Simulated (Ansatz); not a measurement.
BSiH4O2F (SMILES OB(F)O[SiH3]): methods side by side

BSiH4O2F: 9 atoms, total charge 0, spin state singlet. SMILES: `OB(F)O[SiH3]`. The coordinates come from a PBE0-D4/def2-TZVP relaxation. This is one conformer, not always the lowest.

```xyz
9

O    -1.6141    0.5567    0.3940
B    -0.3954    1.1571    0.3527
F    -0.2773    2.4508    0.6579
O     0.7089    0.4669    0.0062
Si    0.9342   -1.1149   -0.4250
H    -2.3225    1.1499    0.6541
H     2.3819   -1.2739   -0.6909
H     0.1545   -1.4276   -1.6478
H     0.5182   -2.0110    0.6818
```

Quantity: the energy change with the Si5–H8 bond stretched from 1.484 to 2.225 Å, in eV. The values are calculated.

| level | kind | program | value (eV) | less CCSD(T)/6-31G* | CPU time (all runs) |
| --- | --- | --- | --- | --- | --- |
| r2SCAN/6-31G* (spherical functions) (restricted) | meta-GGA | Ansatz | 1.94 | +0.08 | 13 s |
| PBE0/6-31G* (spherical functions) (restricted) | global hybrid | Ansatz | 1.99 | +0.13 | 9 s |
| r2SCAN0/6-31G* (spherical functions) (restricted) | hybrid meta-GGA | Ansatz | 2.08 | +0.22 | 15 s |
| HSE06/6-31G* (spherical functions) (restricted) | range-separated hybrid | Ansatz | 1.99 | +0.13 | 11 s |
| B2PLYP/6-31G* (spherical functions) (restricted) | double hybrid | Ansatz | 2.03 | +0.17 | 11 s |
| RPA@PBE/6-31G* (spherical functions) (restricted) | RPA | Ansatz | 1.85 | -0.01 | 12 s |
| CCSD(T)/6-31G* (spherical functions) (restricted) | coupled cluster or CI | Ansatz | 1.86 | 0.00 | 24 s |
| CCSD/6-31G* (spherical functions) (restricted) | coupled cluster or CI | Ansatz | 1.90 | +0.04 | 22 s |

Differences are taken from CCSD(T)/6-31G* (spherical functions) (restricted) for orientation; it has basis-set and higher-order errors of its own. The first shape isn't each level's own minimum. The values span 1.85 to 2.08 eV. CPU times are rough (shared hosts, several kinds of processor): they show what a rung costs within a factor of a few.

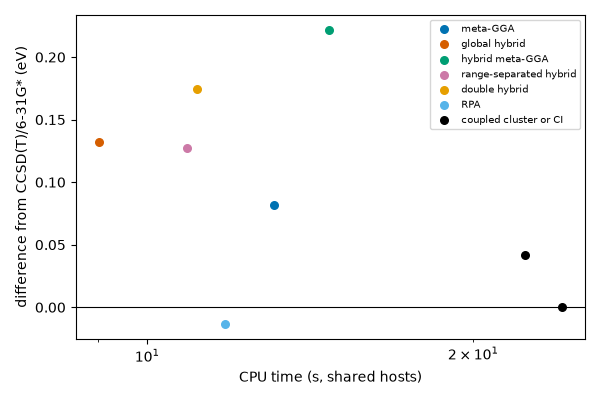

Difference from CCSD(T)/6-31G* against processor time, one point a level.
